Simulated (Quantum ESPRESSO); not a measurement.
# Grüneisen parameters and expansion of HfO2 (Fm-3m), part 5 of 8

Aim: how the vibrations of HfO2 shift with volume, and the expansion that follows.

Quantum ESPRESSO 7.5; DFT PBE, scalar-relativistic, plane waves, GBRV ultrasoft pseudopotentials.

So far. Step 4 (Ground state at this cell): On a basis chosen for the relaxed cell the pressure is 0.03 GPa, small enough for phonons. Step 5 (Born charges and dielectric tensor): The Born charges sum to zero within 8.3e-4 e; the rest is removed before use. Acoustic frequencies in this log differ from zero by the error of the sum rule, which ph.x does not impose.

## Step 6: Forces on a displaced cell

System of this step: HfO2. The structure is orthorhombic, space group Imm2 (No. 44). The conventional cell has a = 7.187 Å, b = 10.164 Å, c = 7.187 Å, α = 90.00°, β = 90.00°, γ = 90.00°. Nearest to Hf lie 8 O at 2.18 to 2.22 Å. Hf has 8 O at 2.20 Å nearest. Nearest to Hf lie 8 O at 2.20 Å. O has 4 Hf at 2.18 to 2.20 Å nearest. Farther neighbours and most contacts between anions are not listed.

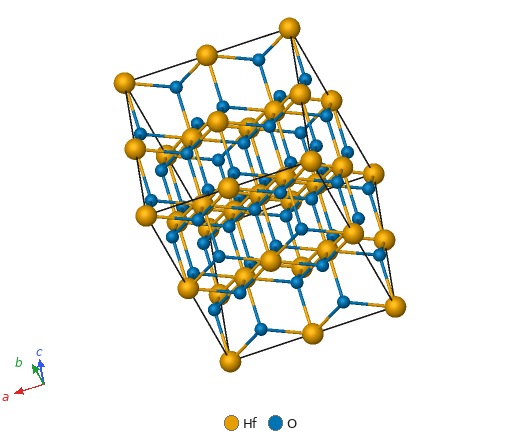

The cell of this step (hafnium orange, oxygen blue). Some periodic images of atoms are drawn too.

The input, disp-00001.in:

```
&control
   calculation = 'scf'
   prefix = 'x'
   outdir = './tmp'
   pseudo_dir = './pseudo'
   tprnfor = .true.
   disk_io = 'none'
/
&system
   ibrav = 0
   nat = 24
   ntyp = 2
   ecutwfc = 45.0
   ecutrho = 270.0
   occupations = 'fixed'
   nbnd = 98
/
&electrons
   conv_thr = 1.0d-11
   mixing_beta = 0.7
   electron_maxstep = 100
/
ATOMIC_SPECIES
 Hf    178.4900  Hf.upf
 O      15.9990  O.upf
CELL_PARAMETERS angstrom
     0.000000000    5.082099694    5.082099694
     5.082099694    0.000000000    5.082099694
     5.082099694    5.082099694    0.000000000
ATOMIC_POSITIONS crystal
 Hf     0.002782735   0.000000000   0.000000000
 Hf     0.500000000   0.000000000   0.000000000
 Hf     0.000000000   0.500000000   0.000000000
 Hf     0.500000000   0.500000000   0.000000000
 Hf     0.000000000   0.000000000   0.500000000
 Hf     0.500000000   0.000000000   0.500000000
 Hf     0.000000000   0.500000000   0.500000000
 Hf     0.500000000   0.500000000   0.500000000
 O      0.125000000   0.125000000   0.125000000
 O      0.625000000   0.125000000   0.125000000
 O      0.125000000   0.625000000   0.125000000
 O      0.625000000   0.625000000   0.125000000
 O      0.125000000   0.125000000   0.625000000
 O      0.625000000   0.125000000   0.625000000
 O      0.125000000   0.625000000   0.625000000
 O      0.625000000   0.625000000   0.625000000
 O      0.375000000   0.375000000   0.375000000
 O      0.875000000   0.375000000   0.375000000
 O      0.375000000   0.875000000   0.375000000
 O      0.875000000   0.875000000   0.375000000
 O      0.375000000   0.375000000   0.875000000
 O      0.875000000   0.375000000   0.875000000
 O      0.375000000   0.875000000   0.875000000
 O      0.875000000   0.875000000   0.875000000
K_POINTS automatic
 3 3 3 0 0 0
```

Started as:

```bash
OMP_NUM_THREADS=1 mpirun -n 2 pw.x -nk 2 -in disp-00001.in > disp-00001.out
```

The log of the run:

```text
[banner, memory and clock lines left out]
Program PWSCF v.7.5

     Message from routine setup:
     using ibrav=0 with symmetry is DISCOURAGED, use correct ibrav instead

     G-vector sticks info

     bravais-lattice index     =            0
     lattice parameter (alat)  =      13.5818  a.u.
     unit-cell volume          =    1771.5611 (a.u.)^3
     number of atoms/cell      =           24
     number of atomic types    =            2
     number of electrons       =       192.00
     number of Kohn-Sham states=           98
     kinetic-energy cutoff     =      45.0000  Ry
     charge density cutoff     =     270.0000  Ry
     scf convergence threshold =      1.0E-11
     mixing beta               =       0.7000
     number of iterations used =            8  plain     mixing
     Exchange-correlation= SLA  PW   PBE  PBE
                           (   1   4   3   4   0   0   0)

     celldm(1)=  13.581791  celldm(2)=   0.000000  celldm(3)=   0.000000
     celldm(4)=   0.000000  celldm(5)=   0.000000  celldm(6)=   0.000000

     crystal axes: (cart. coord. in units of alat)
               a(1) = (   0.000000   0.707107   0.707107 )
               a(2) = (   0.707107   0.000000   0.707107 )
               a(3) = (   0.707107   0.707107   0.000000 )

     reciprocal axes: (cart. coord. in units 2 pi/alat)
               b(1) = ( -0.707107  0.707107  0.707107 )
               b(2) = (  0.707107 -0.707107  0.707107 )
               b(3) = (  0.707107  0.707107 -0.707107 )

     PseudoPot. # 1 for Hf read from file:
     ./pseudo/Hf.upf
     Pseudo is Ultrasoft + core correction, Zval = 12.0
     Using radial grid of  921 points,  8 beta functions with:
                l(1) =   0
                l(2) =   0
                l(3) =   0
                l(4) =   1
                l(5) =   1
                l(6) =   2
                l(7) =   2
                l(8) =   3
     Q(r) pseudized with  6 coefficients,  rinner =    1.200   1.200   1.200
                                                       1.200   1.200   1.200
                                                       1.200

     PseudoPot. # 2 for O  read from file:
     ./pseudo/O.upf
     Pseudo is Ultrasoft + core correction, Zval =  6.0
     Using radial grid of  737 points,  5 beta functions with:
                l(1) =   0
                l(2) =   0
                l(3) =   1
                l(4) =   1
                l(5) =   2
     Q(r) pseudized with  8 coefficients,  rinner =    0.900   0.900   0.900
                                                       0.900   0.900

     atomic species   valence    mass     pseudopotential
     Hf               12.00   178.49000     Hf( 1.00)
     O                 6.00    15.99900     O ( 1.00)

      4 Sym. Ops. (no inversion) found

   Cartesian axes

     site n.     atom                  positions (alat units)
         1        Hf     tau(   1) = (   0.0000000   0.0019677   0.0019677  )
         2        Hf     tau(   2) = (   0.0000000   0.3535534   0.3535534  )
         3        Hf     tau(   3) = (   0.3535534   0.0000000   0.3535534  )
         4        Hf     tau(   4) = (   0.3535534   0.3535534   0.7071068  )
         5        Hf     tau(   5) = (   0.3535534   0.3535534   0.0000000  )
         6        Hf     tau(   6) = (   0.3535534   0.7071068   0.3535534  )
         7        Hf     tau(   7) = (   0.7071068   0.3535534   0.3535534  )
         8        Hf     tau(   8) = (   0.7071068   0.7071068   0.7071068  )
         9        O      tau(   9) = (   0.1767767   0.1767767   0.1767767  )
        10        O      tau(  10) = (   0.1767767   0.5303301   0.5303301  )
        11        O      tau(  11) = (   0.5303301   0.1767767   0.5303301  )
        12        O      tau(  12) = (   0.5303301   0.5303301   0.8838835  )
        13        O      tau(  13) = (   0.5303301   0.5303301   0.1767767  )
        14        O      tau(  14) = (   0.5303301   0.8838835   0.5303301  )
        15        O      tau(  15) = (   0.8838835   0.5303301   0.5303301  )
        16        O      tau(  16) = (   0.8838835   0.8838835   0.8838835  )
        17        O      tau(  17) = (   0.5303301   0.5303301   0.5303301  )
        18        O      tau(  18) = (   0.5303301   0.8838835   0.8838835  )
        19        O      tau(  19) = (   0.8838835   0.5303301   0.8838835  )
        20        O      tau(  20) = (   0.8838835   0.8838835   1.2374369  )
        21        O      tau(  21) = (   0.8838835   0.8838835   0.5303301  )
        22        O      tau(  22) = (   0.8838835   1.2374369   0.8838835  )
        23        O      tau(  23) = (   1.2374369   0.8838835   0.8838835  )
        24        O      tau(  24) = (   1.2374369   1.2374369   1.2374369  )

     number of k points=     8
                       cart. coord. in units 2pi/alat
        k(    1) = (   0.0000000   0.0000000   0.0000000), wk =   0.0740741
        k(    2) = (   0.2357023   0.2357023  -0.2357023), wk =   0.2962963
        k(    3) = (   0.4714045   0.0000000  -0.0000000), wk =   0.1481481
        k(    4) = (  -0.0000000  -0.4714045   0.4714045), wk =   0.1481481
        k(    5) = (   0.2357023   0.2357023   0.2357023), wk =   0.2962963
        k(    6) = (  -0.0000000   0.4714045   0.0000000), wk =   0.2962963
        k(    7) = (  -0.4714045  -0.0000000  -0.4714045), wk =   0.5925926
        k(    8) = (   0.0000000   0.4714045   0.4714045), wk =   0.1481481

     Dense  grid:   133019 G-vectors     FFT dimensions: (  72,  72,  72)

     Smooth grid:    72017 G-vectors     FFT dimensions: (  60,  60,  60)

     Initial potential from superposition of free atoms

     starting charge     176.0000, renormalised to     192.0000

     negative rho (up, down):  9.484E-01 0.000E+00
     Starting wfcs are  168 randomized atomic wfcs

     per-process dynamical memory:   198.4 Mb

     Self-consistent Calculation

     iteration #  1     ecut=    45.00 Ry     beta= 0.70
     Davidson diagonalization with overlap
     ethr =  1.00E-02,  avg # of iterations =  2.0

     negative rho (up, down):  8.951E-01 0.000E+00

     total energy              =   -1789.57815746 Ry
     estimated scf accuracy    <       8.72372702 Ry

     iteration #  2     ecut=    45.00 Ry     beta= 0.70
     Davidson diagonalization with overlap
     ethr =  4.54E-03,  avg # of iterations =  3.8

     negative rho (up, down):  9.156E-01 0.000E+00

     total energy              =   -1791.23060860 Ry
     estimated scf accuracy    <       4.13163924 Ry

     iteration #  3     ecut=    45.00 Ry     beta= 0.70
     Davidson diagonalization with overlap
     ethr =  2.15E-03,  avg # of iterations =  2.8

[...]
total energy              =   -1792.24311180 Ry
     estimated scf accuracy    <       0.00001149 Ry

     iteration # 11     ecut=    45.00 Ry     beta= 0.70
     Davidson diagonalization with overlap
     ethr =  3.51E-09,  avg # of iterations =  1.4

     negative rho (up, down):  9.377E-01 0.000E+00

     total energy              =   -1792.24310965 Ry
     estimated scf accuracy    <       0.00000634 Ry

     iteration # 12     ecut=    45.00 Ry     beta= 0.70
     Davidson diagonalization with overlap
     ethr =  3.30E-09,  avg # of iterations =  2.1

     negative rho (up, down):  9.378E-01 0.000E+00

     total energy              =   -1792.24311022 Ry
     estimated scf accuracy    <       0.00000064 Ry

     iteration # 13     ecut=    45.00 Ry     beta= 0.70
     Davidson diagonalization with overlap
     ethr =  3.31E-10,  avg # of iterations =  4.6

     negative rho (up, down):  9.377E-01 0.000E+00

     total energy              =   -1792.24311045 Ry
     estimated scf accuracy    <       0.00000013 Ry

     iteration # 14     ecut=    45.00 Ry     beta= 0.70
     Davidson diagonalization with overlap
     ethr =  6.58E-11,  avg # of iterations =  3.6

     negative rho (up, down):  9.377E-01 0.000E+00

     total energy              =   -1792.24311048 Ry
     estimated scf accuracy    <          5.9E-09 Ry

     iteration # 15     ecut=    45.00 Ry     beta= 0.70
     Davidson diagonalization with overlap
     ethr =  3.09E-12,  avg # of iterations =  5.0

     negative rho (up, down):  9.377E-01 0.000E+00

     total energy              =   -1792.24311048 Ry
     estimated scf accuracy    <       0.00000002 Ry

     iteration # 16     ecut=    45.00 Ry     beta= 0.70
     Davidson diagonalization with overlap
     ethr =  3.09E-12,  avg # of iterations =  3.8

     negative rho (up, down):  9.377E-01 0.000E+00

     total energy              =   -1792.24311048 Ry
     estimated scf accuracy    <          4.0E-09 Ry

     iteration # 17     ecut=    45.00 Ry     beta= 0.70
     Davidson diagonalization with overlap
     ethr =  2.09E-12,  avg # of iterations =  3.6

     negative rho (up, down):  9.377E-01 0.000E+00

     total energy              =   -1792.24311048 Ry
     estimated scf accuracy    <          6.8E-10 Ry

     iteration # 18     ecut=    45.00 Ry     beta= 0.70
     Davidson diagonalization with overlap
     ethr =  3.53E-13,  avg # of iterations =  4.0

     negative rho (up, down):  9.377E-01 0.000E+00

     total energy              =   -1792.24311048 Ry
     estimated scf accuracy    <          4.6E-11 Ry

     iteration # 19     ecut=    45.00 Ry     beta= 0.70
     Davidson diagonalization with overlap
     ethr =  1.00E-13,  avg # of iterations =  1.4

     negative rho (up, down):  9.377E-01 0.000E+00

     End of self-consistent calculation

          k = 0.0000 0.0000 0.0000 (  9185 PWs)   bands (ev):

   -48.7747 -48.7613 -48.7613 -48.7613 -48.7609 -48.7568 -48.7568 -48.7564
   -17.7191 -17.7190 -17.7189 -17.6949 -17.6948 -17.6947 -17.6947 -17.3914
   -17.3914 -17.3913 -17.3913 -17.3912 -17.3912 -17.3192 -17.3192 -17.3191
   -17.3191 -17.3191 -17.3191 -17.3190 -17.3189 -17.2698 -17.2697 -17.2697
    -6.3035  -5.0884  -5.0883  -5.0866  -5.0866  -4.5825  -4.5810  -4.5795
    -4.1770  -4.1758  -4.1754  -4.0056  -4.0056  -4.0044  -4.0038  -3.2944
     5.9199   5.9200   5.9203   7.0437   7.0437   7.0439   8.0741   8.0742
     8.0742   8.0749   8.0749   8.0753   8.0756   8.0756   8.8947   8.8950
     8.8950   8.8953   8.8954   8.8957   9.3081   9.3093   9.3095   9.3098
     9.6313   9.6313   9.6317   9.6317  10.5172  10.5178  10.5179  10.5180
    10.5183  10.5184  10.5185  10.5186  10.8280  10.8280  10.8280  10.8282
    10.8284  10.8287  11.7358  11.7363  11.7366  12.3410  12.3411  12.3418
    16.1616  16.1620

          k = 0.2357 0.2357-0.2357 (  9048 PWs)   bands (ev):

   -48.7713 -48.7646 -48.7602 -48.7602 -48.7599 -48.7579 -48.7579 -48.7575
   -17.6619 -17.6618 -17.6616 -17.6540 -17.6537 -17.6535 -17.5940 -17.4300
   -17.4287 -17.4274 -17.3898 -17.3887 -17.3875 -17.3819 -17.3734 -17.3732
   -17.3732 -17.3373 -17.3372 -17.3371 -17.3067 -17.3067 -17.2821 -17.2821
[...]
16.5912  16.5996

          k = 0.4714 0.0000-0.0000 (  9036 PWs)   bands (ev):

[...]
16.5985  16.8218

          k =-0.0000-0.4714 0.4714 (  9038 PWs)   bands (ev):

[...]
16.7313  16.7387

          k = 0.2357 0.2357 0.2357 (  9048 PWs)   bands (ev):

[...]
16.5947  16.5989

          k =-0.0000 0.4714 0.0000 (  9036 PWs)   bands (ev):

[...]
16.5979  16.8174

          k =-0.4714-0.0000-0.4714 (  9038 PWs)   bands (ev):

[...]
16.7311  16.7395

          k = 0.0000 0.4714 0.4714 (  9038 PWs)   bands (ev):

[...]
-5.4793  -5.2273  -5.2265  -4.7154  -4.7095  -4.5583  -4.5557  -4.5514
    -4.3249  -4.2950  -4.2832  -4.2811  -4.2559  -4.0440  -4.0436  -3.8932
     6.9709   7.3948   7.3965   7.4169   7.4173   7.4299   7.4737   7.4757
     7.7309   7.7317   7.7805   7.7828   7.8228   7.8909   7.8912   8.2083
     8.6134   8.6139   8.6603   8.6627   8.8085   9.1336   9.2390   9.2401
     9.4537   9.4567   9.6706   9.8085   9.9655   9.9659  10.3213  10.3793
    10.3817  10.7798  10.7809  11.1123  11.1215  11.1234  11.2401  11.2438
    11.3620  11.3636  11.4657  11.4697  11.5718  11.5722  11.7073  11.7706
    16.7313  16.7398

     highest occupied, lowest unoccupied level (ev):    12.3418   16.1616

!    total energy              =   -1792.24311048 Ry
     estimated scf accuracy    <          6.9E-12 Ry

     The total energy is the sum of the following terms:
     one-electron contribution =    -207.23828686 Ry
     hartree contribution      =     222.13953845 Ry
     xc contribution           =    -724.45380261 Ry
     ewald contribution        =   -1082.69055945 Ry

     convergence has been achieved in  19 iterations

     negative rho (up, down):  9.377E-01 0.000E+00

     Forces acting on atoms (cartesian axes, Ry/au):

     atom    1 type  1   force =    -0.00000000   -0.00779663   -0.00779663
     atom    2 type  1   force =    -0.00000000    0.00491461    0.00491461
     atom    3 type  1   force =     0.00240379   -0.00243896    0.00251005
     atom    4 type  1   force =    -0.00240379    0.00251005   -0.00243896
     atom    5 type  1   force =     0.00240379    0.00251005   -0.00243896
     atom    6 type  1   force =    -0.00240379   -0.00243896    0.00251005
     atom    7 type  1   force =     0.00000000    0.00010635    0.00010635
     atom    8 type  1   force =     0.00000000   -0.00021179   -0.00021179
     atom    9 type  2   force =    -0.00044547    0.00042405    0.00042405
     atom   10 type  2   force =     0.00060490    0.00023971    0.00023971
     atom   11 type  2   force =     0.00000584    0.00084740    0.00086883
     atom   12 type  2   force =     0.00000702   -0.00053605   -0.00053120
     atom   13 type  2   force =     0.00000584    0.00086883    0.00084740
     atom   14 type  2   force =     0.00000702   -0.00053120   -0.00053605
     atom   15 type  2   force =    -0.00058485    0.00005956    0.00005956
     atom   16 type  2   force =     0.00059226    0.00005033    0.00005033
     atom   17 type  2   force =     0.00058485    0.00005956    0.00005956
     atom   18 type  2   force =    -0.00059226    0.00005033    0.00005033
     atom   19 type  2   force =    -0.00000702   -0.00053605   -0.00053120
     atom   20 type  2   force =    -0.00000584    0.00084740    0.00086883
     atom   21 type  2   force =    -0.00000702   -0.00053120   -0.00053605
     atom   22 type  2   force =    -0.00000584    0.00086883    0.00084740
     atom   23 type  2   force =     0.00044547    0.00042405    0.00042405
     atom   24 type  2   force =    -0.00060490    0.00023971    0.00023971

     Total force =     0.015930     Total SCF correction =     0.000010
     Message from routine punch:
     Nothing written, as per user request (disk_io='none')
```

It took 5.1 min on 2 MPI ranks of Arm Neoverse V1, shared host.

Numbers from this step:

```yaml
gap_on_the_k_mesh: 3.820 eV
```

Force by atom:

```
atom  x (eV/Å)  y (eV/Å)  z (eV/Å)   size
 Hf1     0.000    -0.200    -0.200  0.283
 Hf2     0.000     0.126     0.126  0.179
 Hf3     0.062    -0.063     0.065  0.109
 Hf4    -0.062     0.065    -0.063  0.109
 Hf5     0.062     0.065    -0.063  0.109
 Hf6    -0.062    -0.063     0.065  0.109
 Hf7     0.000     0.003     0.003  0.004
 Hf8     0.000    -0.005    -0.005  0.008
  O9    -0.011     0.011     0.011  0.019
 O10     0.016     0.006     0.006  0.018
 O11     0.000     0.022     0.022  0.031
 O12     0.000    -0.014    -0.014  0.019
 O13     0.000     0.022     0.022  0.031
 O14     0.000    -0.014    -0.014  0.019
 O15    -0.015     0.002     0.002  0.015
 O16     0.015     0.001     0.001  0.015
 O17     0.015     0.002     0.002  0.015
 O18    -0.015     0.001     0.001  0.015
 O19     0.000    -0.014    -0.014  0.019
 O20     0.000     0.022     0.022  0.031
 O21     0.000    -0.014    -0.014  0.019
 O22     0.000     0.022     0.022  0.031
 O23     0.011     0.011     0.011  0.019
 O24    -0.016     0.006     0.006  0.018
```

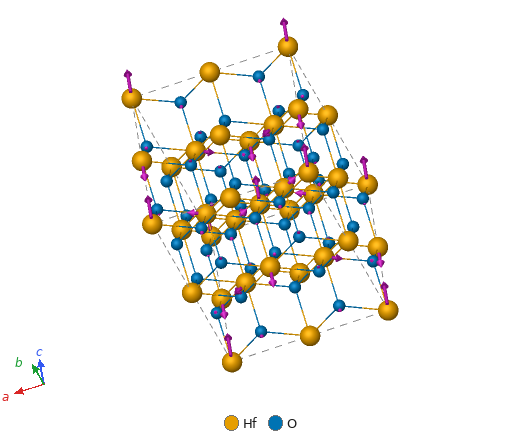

Force as arrows, the longest 0.283 eV/Å. Some periodic images of atoms are drawn too.

At this level the gap is 3.82 eV on the k-mesh of the self-consistent run, which can miss the band edges.

## Step 7: A displaced supercell

One atom (for the harmonic constants) or a pair of atoms (for the cubic ones) is moved by a few hundredths of an ångström; the forces on all atoms give a column of force constants. The threshold is tight because the forces are small.

disp-00002.in, as its differences from disp-00001.in of step 6:

```diff
@@ -30,3 +30,3 @@
 ATOMIC_POSITIONS crystal
- Hf     0.002782735   0.000000000   0.000000000
+ Hf     0.000000000   0.000000000   0.000000000
  Hf     0.500000000   0.000000000   0.000000000
@@ -38,3 +38,3 @@
  Hf     0.500000000   0.500000000   0.500000000
- O      0.125000000   0.125000000   0.125000000
+ O      0.127782735   0.125000000   0.125000000
  O      0.625000000   0.125000000   0.125000000
```

Started as:

```bash
OMP_NUM_THREADS=1 mpirun -n 2 pw.x -nk 2 -in disp-00002.in > disp-00002.out
```

The log of the run:

```text
[banner, memory and clock lines left out]
Program PWSCF v.7.5

     Message from routine setup:
     using ibrav=0 with symmetry is DISCOURAGED, use correct ibrav instead

     G-vector sticks info

     bravais-lattice index     =            0
     lattice parameter (alat)  =      13.5818  a.u.
     unit-cell volume          =    1771.5611 (a.u.)^3
     number of atoms/cell      =           24
     number of atomic types    =            2
     number of electrons       =       192.00
[...]
atom    1 type  1   force =    -0.00062758    0.00024496    0.00024496
     atom    2 type  1   force =     0.00042447    0.00041669    0.00041669
     atom    3 type  1   force =     0.00000866    0.00084501    0.00087140
[...]
atom   23 type  2   force =     0.00001545   -0.00049026   -0.00049026
     atom   24 type  2   force =    -0.00002417    0.00151065    0.00151065

     Total force =     0.011688     Total SCF correction =     0.000006
     Message from routine punch:
     Nothing written, as per user request (disk_io='none')
[key lines of the parts left out:]
!    total energy              =   -1792.24313313 Ry
convergence has been achieved in  18 iterations
```

It took 5.8 min on 2 MPI ranks.

(Part 5 of 8 ends here.)

[Logs are printed without paths, hosts, clocks, repeated set-up lines and the standing remarks that a program may print on its own settings, such as how far it seeks lower states.]

[Hosts, paths, dates, database ids (printed as entryN), source tags and the programs' standing remarks are cut or masked in the printed files.]

[A step with changed settings may run another functional than the one named; its input shows which.]

[Of the runs on displaced cells, only some may be shown.]
